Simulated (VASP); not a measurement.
Band structure of BN (hex). Computed with vdW-DF-cx, VASP's PBE PAW potentials (set 64) (plane waves; VASP).

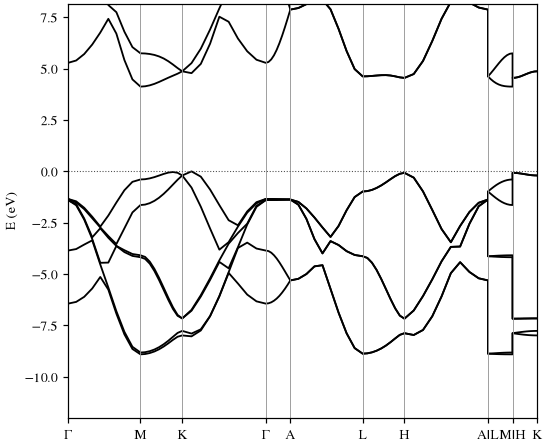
*Bands along high-symmetry lines, zero at the valence-band maximum or, without a gap, the Fermi level*

Task: Read the plot: is there a gap, and where are the band edges?

Result: The gap is indirect, 4.12 eV, from the valence maximum at K-Γ at 0.11 to the conduction minimum at M. (Edges off the drawn lines would not show.)

The compound is BN in the hex structure. It was relaxed first.
